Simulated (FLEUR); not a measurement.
# Magnetic state of CrO2 from several starts

A self-consistent run ends on one state, which hangs on the start. Several orders of CrO2 are started in FLEUR and their energies compared.

Calculated with FLEUR MaX-R8.1; PBE with U = 3.5 eV on Cr d; all-electron FLAPW, Dirac cores, scalar-relativistic bands.

## (1) The starting structure

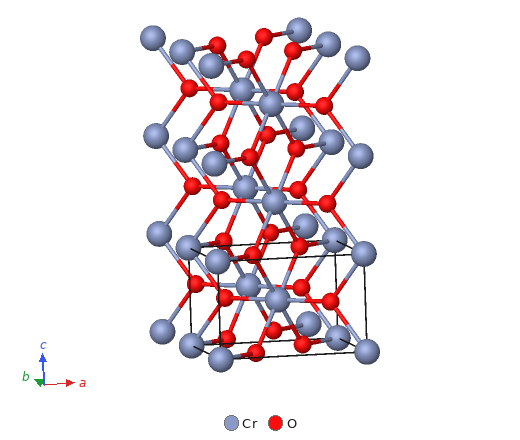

The cell as given, slightly off an axis (chromium light blue, oxygen red). 1×2×3 cells are drawn. Some periodic images of atoms are drawn too.

As a file:

```
Cr O
1.0
     4.42100    0.00000    0.00000
     0.00000    4.42100    0.00000
     0.00000    0.00000    2.91700
Cr O
2 4
Direct
  0.00000 0.00000 0.00000
  0.50000 0.50000 0.50000
  0.30100 0.30100 0.00000
  0.19900 0.80100 0.50000
  0.69900 0.69900 0.00000
  0.80100 0.19900 0.50000
```

## (2) Run 1 (ferro ++)

The parallel start is the test of whether parallel moments hold. A Hubbard U acts on the open shell, since semilocal functionals spread its electrons too much.

inpgen writes inp.xml from crystal.txt; cutoffs, mixing, functional, smearing and local orbitals are then set in the file. The k list default-1 (kpts.xml, not shown) is a Γ-centred 8×8×8 mesh; where the ranks do not divide the number of points, some are split in two of half the weight.

Input file inp.xml:

```
<?xml version="1.0" encoding="UTF-8" standalone="no"?>
<fleurInput fleurInputVersion="0.39">
   <comment>
      CrO2
   </comment>
   <calculationSetup>
      <cutoffs Kmax="4.4" Gmax="13.2" GmaxXC="13.2" numbands="0"/>
      <scfLoop itmax="120" minDistance="0.0001" maxIterBroyd="15" imix="Anderson" alpha="0.05" precondParam="0.0" spinf="2.0" sdNocoIR="T"/>
      <coreElectrons ctail="T" frcor="F" kcrel="0" coretail_lmax="0"/>
      <xcFunctional name="pbe" relativisticCorrections="F"/>
      <magnetism jspins="2"/>
      <soc l_soc="F" theta="0.0" phi="0.0" spav="F"/>
      <expertModes spex="0" secvar="F"/>
      <geometryOptimization l_f="F" forcealpha="1.0" forcemix="BFGS" epsdisp="0.00001" epsforce="0.00001"/>
      <ldaU l_linMix="F" mixParam="0.05" spinf="1.0"/>
   </calculationSetup>
   <cell>
      <bzIntegration valenceElectrons="52.0" mode="hist" fermiSmearingEnergy="0.00183747">
         <kPointListSelection listName="default-1"/>
         <xi:include xmlns:xi="http://www.w3.org/2001/XInclude" href="kpts.xml"> </xi:include>
      </bzIntegration>
      <xi:include xmlns:xi="http://www.w3.org/2001/XInclude" href="sym.xml"> </xi:include>
      <bulkLattice scale="1.0">
         <bravaisMatrix>
            <row-1>    8.3544791968565999     0.0000000000000000     0.0000000000000000</row-1>
            <row-2>    0.0000000000000000     8.3544791968565999     0.0000000000000000</row-2>
            <row-3>    0.0000000000000000     0.0000000000000000     5.5123311054581992</row-3>
         </bravaisMatrix>
      </bulkLattice>
   </cell>
   <atomSpecies>
      <species name="Chromium (3.000" element="Cr" atomicNumber="24">
         <mtSphere radius="2.22" gridPoints="735" logIncrement="0.016"/>
         <atomicCutoffs lmax="8" lnonsphr="6"/>
         <electronConfig flipSpins="F">
            <coreConfig>(1s1/2) (2s1/2) (2p1/2) (2p3/2)</coreConfig>
            <valenceConfig>(3s1/2) (3p1/2) (3p3/2) (4s1/2) (3d3/2) (3d5/2)</valenceConfig>
            <stateOccupation state="(4s1/2)" spinUp="0.5" spinDown="0.5"/>
            <stateOccupation state="(3d3/2)" spinUp="1.0" spinDown="1.0"/>
            <stateOccupation state="(3d5/2)" spinUp="3.0" spinDown="0.0"/>
         </electronConfig>
         <energyParameters s="4" p="4" d="3" f="4"/>
         <ldaU l="2" U="3.5" J="0.0" l_amf="F"/>
         <lo type="SCLO" l="0" n="3" eDeriv="0"/>
         <lo type="SCLO" l="1" n="3" eDeriv="0"/>
      </species>
      <species name="Oxygen (O)" element="O" atomicNumber="8">
         <mtSphere radius="1.25" gridPoints="415" logIncrement="0.025"/>
         <atomicCutoffs lmax="6" lnonsphr="4"/>
         <electronConfig flipSpins="F">
            <coreConfig>(1s1/2)</coreConfig>
            <valenceConfig>(2s1/2) (2p1/2) (2p3/2)</valenceConfig>
            <stateOccupation state="(2p1/2)" spinUp="0.666667" spinDown="0.666667"/>
            <stateOccupation state="(2p3/2)" spinUp="1.333333" spinDown="1.333333"/>
         </electronConfig>
         <energyParameters s="2" p="2" d="3" f="4"/>
      </species>
   </atomSpecies>
   <atomGroups>
      <atomGroup species="Chromium (3.000">
         <relPos label="                   1">.0000000000 .0000000000 .0000000000</relPos>
         <relPos label="                   2">1.000/2.000 1.000/2.000 1.000/2.000</relPos>
         <force calculate="T" relaxXYZ="TTT"/>
      </atomGroup>
      <atomGroup species="Oxygen (O)">
         <relPos label="                   3">.3010000000 .3010000000 .0000000000</relPos>
         <relPos label="                   4">.1990000000 -.1990000000 1.000/2.000</relPos>
         <relPos label="                   5">-.3010000000 -.3010000000 .0000000000</relPos>
         <relPos label="                   6">-.1990000000 .1990000000 1.000/2.000</relPos>
         <force calculate="T" relaxXYZ="TTT"/>
      </atomGroup>
   </atomGroups>
   <output dos="F" band="F" slice="F">
      <bandDOS minEnergy="-.5*Htr" maxEnergy="0.5*Htr" sigma="0.015" storeEVData="T"/>
      <plotting iplot="0" polar="F">
         <plot TwoD="T" vec1="  1.0  0.0  0.0" vec2="  0.0  1.0  0.0" vec3="  0.0  0.0  1.0" zero="  0.0  0.0  0.0" file="plot"/>
      </plotting>
      <moessbauerParams electricFieldGradient="F" isomerShift="F" coreHyperfine="F" valenceHyperfine="F"/>
   </output>
</fleurInput>
```

Input file crystal.txt:

```
CrO2
&input film=F cartesian=F /
4.42100000000  0.00000000000  0.00000000000
0.00000000000  4.42100000000  0.00000000000
0.00000000000  0.00000000000  2.91700000000
1.8897261246
1.0 1.0 1.0

6
24 0.00000000000  0.00000000000  0.00000000000 : 3.000
24 0.50000000000  0.50000000000  0.50000000000 : 3.000
8 0.30100000000  0.30100000000  0.00000000000
8 0.19900000000  0.80100000000  0.50000000000
8 0.69900000000  0.69900000000  0.00000000000
8 0.80100000000  0.19900000000  0.50000000000

&kpt div1=8 div2=8 div3=8 gamma=T /
```

Command:

```
OMP_NUM_THREADS=1 inpgen -f crystal.txt > inpgen.log  # inp.xml is then edited as shown
OMP_NUM_THREADS=1 mpirun -n 8 fleur_MPI > fleur.log
```

Output:

```text
Welcome to FLEUR        (www.flapw.de)
      MaX-Release 8.1          (www.max-centre.eu)

 ========== k-point set info ==========
 Selected k-point list: default-1
 k-point list type: mesh
 0 x 0 x 0
 Number of k points: 80

 ------------Calculation Setup---------------------------
 Number of MPI-tasks      :            8
 Number of PE/node        :            8
 Number of OMP-threads    :            1
 k-points in parallel     :            8
 pe's per k-point         :            1
 No of k-point loops      :           10
 Eigenvalue solver        :       lapack
 Number of basis functions:          608
 Approximate size of matrices (H+S) per k-point:         0.006 GB
 --------------------------------------------------------
 no density matrix found ... skipping LDA+U
 Reset of history
 Iteration:     1   Distance:      51.83140151 me/bohr^3
 Iteration:     2   Distance:      46.59166299 me/bohr^3
 Iteration:     3   Distance:      39.66123024 me/bohr^3
 Iteration:     4   Distance:      16.30943768 me/bohr^3
 Iteration:     5   Distance:      24.51263051 me/bohr^3
 Iteration:     6   Distance:      14.04141954 me/bohr^3
 Iteration:     7   Distance:       5.91534031 me/bohr^3
 Iteration:     8   Distance:       6.97618905 me/bohr^3
 Iteration:     9   Distance:       1.66358067 me/bohr^3
 Iteration:    10   Distance:       1.26032691 me/bohr^3
 Iteration:    11   Distance:       0.48065460 me/bohr^3
 Iteration:    12   Distance:       0.36510178 me/bohr^3
 Iteration:    13   Distance:       0.07278363 me/bohr^3
 Iteration:    14   Distance:       0.03651083 me/bohr^3
 Iteration:    15   Distance:       0.03796053 me/bohr^3
 Iteration:    16   Distance:       0.01428531 me/bohr^3
 Iteration:    17   Distance:       0.01489381 me/bohr^3
 Iteration:    18   Distance:       0.01516779 me/bohr^3
 Iteration:    19   Distance:       0.01175896 me/bohr^3
 Iteration:    20   Distance:       0.00533072 me/bohr^3
 Iteration:    21   Distance:       0.00191376 me/bohr^3
 Iteration:    22   Distance:       0.00172115 me/bohr^3
 Iteration:    23   Distance:       0.00051520 me/bohr^3
 Iteration:    24   Distance:       0.00094684 me/bohr^3
 Iteration:    25   Distance:       0.00015250 me/bohr^3
 Iteration:    26   Distance:       0.00004803 me/bohr^3

 ********************************************************************
 Run finished successfully
 Stop message:
   all done
 ********************************************************************

--- out.xml (last complete iteration) ---
<iteration numberForCurrentRun="   26" overallNumber="   26">
         [... left out ...]
         <bandgap value="0.0482593033" units="eV"/>
         <sumValenceSingleParticleEnergies value="-24.9699277571" units="Htr"/>
         <FermiEnergy value="0.2648607155" units="Htr"/>
         <valenceDensity>
            <mtCharges spin="1">
               <mtCharge atomType="1" total="7.3606205" s="1.1401559" p="3.1941125" d="2.9444543" f="0.0607329"/>
               <mtCharge atomType="2" total="1.8909607" s="0.6116870" p="1.2761278" d="0.0027304" f="0.0003563"/>
            </mtCharges>
            <mtCharges spin="2">
               <mtCharge atomType="1" total="5.1019418" s="1.1218405" p="3.1733901" d="0.7223709" f="0.0607846"/>
               <mtCharge atomType="2" total="2.0185274" s="0.6166172" p="1.4005928" d="0.0011054" f="0.0001785"/>
            </mtCharges>
            <spinDependentCharge spin="1" total="28.0000000" interstitial="5.7149163" mtSpheres="22.2850837"/>
            <spinDependentCharge spin="2" total="24.0000000" interstitial="5.7220067" mtSpheres="18.2779933"/>
            <totalCharge value="51.9999999999"/>
         </valenceDensity>
         [... left out ...]
         <allElectronCharges>
            <spinDependentCharge spin="1" total="42.0000000" interstitial="5.7149308" mtSpheres="36.2850692"/>
            <spinDependentCharge spin="2" total="38.0000000" interstitial="5.7220213" mtSpheres="32.2779787"/>
            <totalCharge value="79.9999999948"/>
         </allElectronCharges>
         <magneticMomentsInMTSpheres units="muBohr">
            <globalMagMoment atomType="1" vec="0.00000   0.00000   2.25868"/>
            <localMagMoment atomType="1" vec="0.00000   0.00000   2.25868"/>
            <globalMagMoment atomType="2" vec="0.00000   0.00000  -0.12757"/>
            <localMagMoment atomType="2" vec="0.00000   0.00000  -0.12757"/>
         </magneticMomentsInMTSpheres>
         <moessbauerParams unitsHFF="kG" unitsIS="e/bohr^3" unitsEFG="Htr/bohr^2">
         </moessbauerParams>
         <totalEnergy value="    -2402.6025818548" units="Htr">
            <sumOfEigenvalues value="    -1375.3635104722">
               <coreElectrons value="-1350.3935827151"/>
               <valenceElectrons value="-24.9699277571"/>
            </sumOfEigenvalues>
            <densityCoulombPotentialIntegral value="-3630.8503491348"/>
            <densityEffectivePotentialIntegral value="-3801.2740876064"/>
            <chargeDenXCDenIntegral value="-131.6831664263"/>
            <FockExchangeEnergyValence value="0.0000000000"/>
            <FockExchangeEnergyCore value="0.0000000000"/>
            <atomTypeDependentContributions atomType="1">
               <electronNucleiInteractionDifferentMTs value="2495.7622308336"/>
               <MadelungTerm value="-21.2195130229"/>
            </atomTypeDependentContributions>
            <atomTypeDependentContributions atomType="2">
               <electronNucleiInteractionDifferentMTs value="338.0238526453"/>
               <MadelungTerm value="-26.6793908087"/>
            </atomTypeDependentContributions>
            <dftUCorrection value="-0.2801693151"/>
            <tkbTimesEntropy value="0.0001888056"/>
            <freeEnergy value="-2402.6027706604"/>
            <extrapolationTo0K value="-2402.6026762576"/>
         </totalEnergy>
         <ldaUDensityMatrix>
            <densityMatrixFor spin="1" atomType="1" uIndex="1" l="2" U="3.50000000" J="0.00000000">
               (+0.51103,+0.00000) (+0.00000,+0.00000) (+0.00000,+0.18308) (+0.00000,+0.00000) (-0.03706,+0.00000)
               (+0.00000,+0.00000) (+0.58814,+0.00000) (+0.00000,+0.00000) (+0.00000,-0.25216) (+0.00000,+0.00000)
               (+0.00000,-0.18308) (+0.00000,+0.00000) (+0.74612,+0.00000) (+0.00000,+0.00000) (+0.00000,+0.18308)
               (+0.00000,+0.00000) (+0.00000,+0.25216) (+0.00000,+0.00000) (+0.58814,+0.00000) (+0.00000,+0.00000)
               (-0.03706,+0.00000) (+0.00000,+0.00000) (+0.00000,-0.18308) (+0.00000,+0.00000) (+0.51103,+0.00000)
            </densityMatrixFor>
            <densityMatrixFor spin="2" atomType="1" uIndex="1" l="2" U="3.50000000" J="0.00000000">
               (+0.14483,+0.00000) (+0.00000,+0.00000) (+0.00000,-0.06456) (+0.00000,+0.00000) (-0.05182,+0.00000)
               (+0.00000,+0.00000) (+0.16118,+0.00000) (+0.00000,+0.00000) (+0.00000,+0.08744) (+0.00000,+0.00000)
               (+0.00000,+0.06456) (+0.00000,+0.00000) (+0.11035,+0.00000) (+0.00000,+0.00000) (+0.00000,-0.06456)
               (+0.00000,+0.00000) (+0.00000,-0.08744) (+0.00000,+0.00000) (+0.16118,+0.00000) (+0.00000,+0.00000)
               (-0.05182,+0.00000) (+0.00000,+0.00000) (+0.00000,+0.06456) (+0.00000,+0.00000) (+0.14483,+0.00000)
            </densityMatrixFor>
         </ldaUDensityMatrix>
         <ldaUDensityMatrixConvergence>
            <distance spin="1" distance="0.000003"/>
            <distance spin="2" distance="0.000001"/>
         </ldaUDensityMatrixConvergence>
         <densityConvergence units="me/bohr^3">
            <chargeDensity spin="1" distance="0.0000342324"/>
            <chargeDensity spin="2" distance="0.0000174617"/>
            <overallChargeDensity distance="0.0000254302"/>
            <spinDensity distance="0.0000480296"/>
         </densityConvergence>
      </iteration>
```

Wall time 64 s (8 MPI ranks of Arm Neoverse V2, shared host); peak memory 0.51 GiB.

Spin moment in the muffin-tin sphere by atom:

```tsv
atom	spin moment in the muffin-tin sphere (μB)
Cr1	2.26
Cr2	2.26
O3	-0.13
O4	-0.13
O5	-0.13
O6	-0.13
```

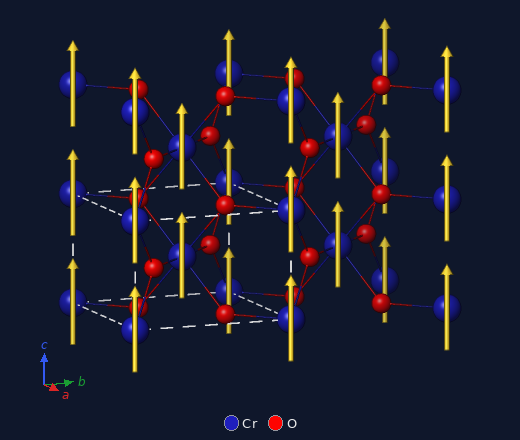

Spin moment in the muffin-tin sphere as arrows, the longest 2.26 μB. Up and down stand for the sign. Arrows give size and sign along the axis of quantisation, drawn up and down the page. 1×2×2 cells are drawn. Some periodic images of atoms are drawn too.

Read from the output:

| Item | Value |
| --- | --- |
| free energy | -65378.1520 eV |
| program's band gap on this mesh (in a metal only a level spacing) | 0.04826 eV |
| magnetization | 4 μB |
| final state | ferromagnetic, with opposed induced moments |

After 26 cycles the largest moment stands at 2.26 μB.

(Part 1 of 4 ends here.)

[Logs and program files are shortened in this print: banners, set-up blocks, solver, clock and traceback lines can be left out without a mark of their own.]

[Logs are printed without paths, hosts, clocks, repeated set-up lines and the standing remarks that a program may print on its own settings, such as how far it seeks lower states.]

[Hosts, paths, dates, database ids (printed as entryN), source tags and the programs' standing remarks are cut or masked in the printed files.]

[Where a cell is said to come from a database of computed structures, the database is the Materials Project.]
